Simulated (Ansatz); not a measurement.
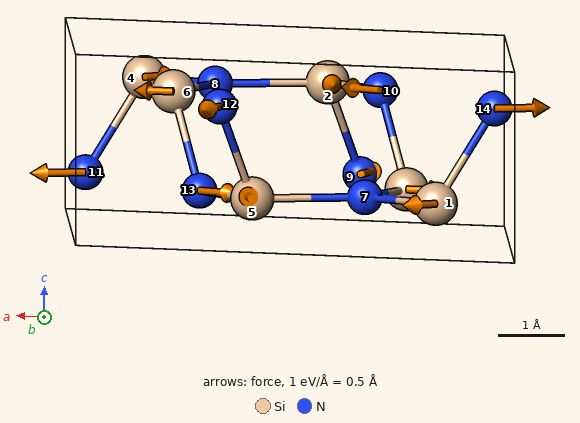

Starting geometry of solid Si3N4 (set up in P6_3/m) with the computed forces as orange arrows. A ball-and-stick model of the cell of the calculation, seen from a free direction.

The calculation used DFT, PBE, plane-wave PAW, default files, scalar-relativistic (Ansatz).

Input
```yaml
crystal:
  lattice:
    - [7.6093, 0.0, 0.0]
    - [-3.80465, 6.589847105, 0.0]
    - [0.0, 0.0, 2.9079]
  atoms:
    - { symbol: Si, position: [0.1742, 0.7678, 0.25] }
    - { symbol: Si, position: [0.4064, 0.1742, 0.75] }
    - { symbol: Si, position: [0.2322, 0.4064, 0.25] }
    - { symbol: Si, position: [0.8258, 0.2322, 0.75] }
    - { symbol: Si, position: [0.5936, 0.8258, 0.25] }
    - { symbol: Si, position: [0.7678, 0.5936, 0.75] }
    - { symbol: "N", position: [0.3333333333, 0.6666666667, 0.25] }
    - { symbol: "N", position: [0.6666666667, 0.3333333333, 0.75] }
    - { symbol: "N", position: [0.329, 0.039, 0.25] }
    - { symbol: "N", position: [0.29, 0.329, 0.75] }
    - { symbol: "N", position: [0.961, 0.29, 0.25] }
    - { symbol: "N", position: [0.671, 0.961, 0.75] }
    - { symbol: "N", position: [0.71, 0.671, 0.25] }
    - { symbol: "N", position: [0.039, 0.71, 0.75] }
kpoints:
  mp_grid: { grid: [4, 4, 10] }
scf:
  occupations: { method: fermi_dirac, width: 0.02 }
hamiltonian:
  xc: pbe
  pseudopotentials: { kind: paw }
output:
  forces: true
  stress: true
  populations: true
  efg:
    quadrupole_moments_barn: { "N": 0.02044 }
    contact_densities: true
relax:
  f_tol: 0.02
  max_steps: 60
```

Launched with:
```bash
ansatz run input.yaml --threads 1 --pin off --max-ram 2560MiB --backend cpu --events-out ev --progress --plain --runs-dir out
```

Q: What follows when this structure is relaxed?

A: It isn't relaxed: the largest force vector, on N atoms, is 1.76 eV/Å. The final displacements follow the starting forces only in part (cosine between the two patterns 0.73). Over 4 accepted moves (5 points after the start) the energy falls by 26.0 meV per atom. The largest force component goes from 1.7 to 0.0083 eV/Å. 1 step only repeated the SCF at the same geometry. The largest moves, 0.073 Å, are those of N9, N10, N11, N12, N13 and N14. N13 goes along −a. By element the largest moves are N 0.073 Å, Si 0.002 Å. The lattice vectors keep their values. Some distances before and after: Si1–N9 1.793 → 1.737 Å, Si1–N14 1.707 → 1.737 Å. Among the angles between lasting bonds that change: N12–Si5–N12 116.8° → 113.7°, Si5–N12–Si5 116.8° → 113.7°, N12–Si5–N13 105.1° → 108.0°. The space group stays P6_3/m (No. 176). The run took 65 s on 1 thread of Intel(R) Xeon(R) Platinum 8375C CPU @ 2.90GHz (Ice Lake), with other jobs on the host, peak memory 0.51 GiB.
